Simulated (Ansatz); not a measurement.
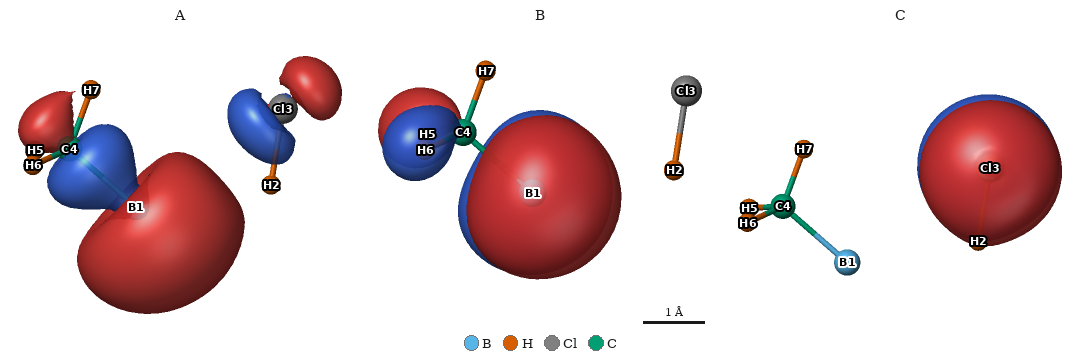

CH3B···HCl. Three frontier orbitals at ±0.1 Å⁻³ᐟ² (blue and red are the two phases), in no order.

Not at a stationary point (largest force 0.9 eV/Å).

These are results of RKS B3LYP-D4/def2-SVP in Ansatz, not measurements.

```yaml
atoms:
  - { symbol: B, position_ang: [-0.9042, 0.0130, 0.5932] }
  - { symbol: H, position_ang: [1.3806, 0.0114, 1.2585] }
  - { symbol: Cl, position_ang: [2.1336, -0.0261, 0.1520] }
  - { symbol: C, position_ang: [-1.5158, 0.0027, -0.8155] }
  - { symbol: H, position_ang: [-2.0903, -0.9330, -0.9553] }
  - { symbol: H, position_ang: [-2.2055, 0.8626, -0.9118] }
  - { symbol: H, position_ang: [-0.7367, 0.0694, -1.5948] }
```

Order the three orbitals by energy and name them.

C is the HOMO−1 (−8.52 eV). It lies mainly on Cl3 (about 95 %); largely a lone pair of Cl3. A is the HOMO (−5.99 eV). By Hirshfeld shares it lies mainly on B1 (about 75 %), C4 (about 10 %) and Cl3 (about 5 %). B is the LUMO (−1.66 eV). Its weight (Hirshfeld) is mainly on B1 (about 75 %) and C4 (about 10 %).

What is the HOMO–LUMO gap?

4.33 eV between the orbital energies.
